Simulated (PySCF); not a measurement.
SMILES [Si](C)(C)(C)CCO[SiH3] (C5H16OSi2) at its GFN2-xTB optimised geometry (Å):

```
24

C     -0.9091    -1.5677    -1.5620
Si    -0.2831    -0.6620     0.0000
C      1.6236    -0.6620     0.0000
C     -0.9359     1.1296     0.0000
C     -0.9705    -1.6146     1.5209
C     -1.0976    -0.7313     2.7528
O      0.1044    -0.0854     3.0592
Si     1.4026    -0.6502     3.8382
H     -1.9928    -1.5560    -1.6273
H     -0.5236    -1.0978    -2.4608
H     -0.5920    -2.6058    -1.5754
H      2.0146    -0.1998    -0.9018
H      2.0146    -0.1136     0.8512
H      2.0219    -1.6715     0.0479
H     -0.5805     1.6663     0.8740
H     -0.5992     1.6715    -0.8788
H     -2.0219     1.1629     0.0079
H     -0.3146    -2.4513     1.7626
H     -1.9532    -2.0322     1.3033
H     -1.8378     0.0550     2.5706
H     -1.4323    -1.3200     3.6173
H      2.2269     0.5481     3.8115
H      2.0335    -1.7912     3.1654
H      1.0526    -1.0852     5.1959
```

Computed with PBE/def2-SVP (PySCF). Cells within 0.4 Å of a nucleus heavier than hydrogen are left out (blank, or x).

Map of the electron localisation function on the plane z = 0.0 Å:

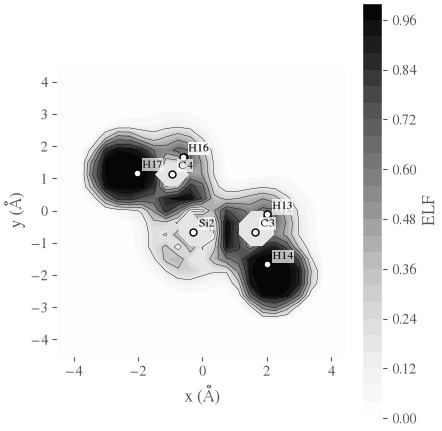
*Electron localisation function on the plane z = 0.0 Å.*
